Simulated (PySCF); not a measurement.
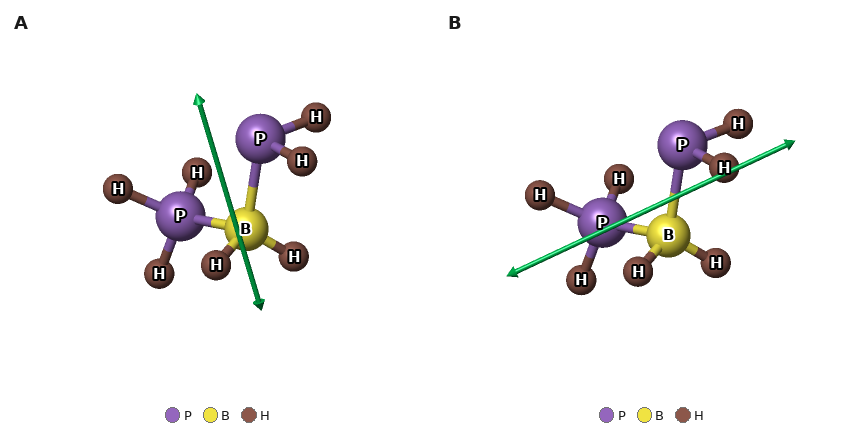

The double arrows show the directions of two transition dipoles from the ground state (lengths mean nothing). Computed geometry: PBE0-D3(BJ)/def2-SVP optimisation. No frequency run is at hand to confirm it as a minimum. Method: TDDFT LC-wPBE/def2-SVPD, vertical, gas phase, core orbitals frozen in the response (PySCF 2.14.0).

> One belongs to singlet state 2 and one to singlet state 5. Which is which?

A: state 5, 7.42 eV (167 nm), oscillator strength 0.017, of mixed character, with the largest part HOMO → LUMO+2 (weight 0.36).
B: state 2, 6.51 eV (190 nm), oscillator strength 0.044, of mixed character, with the largest part HOMO → LUMO (weight 0.40).
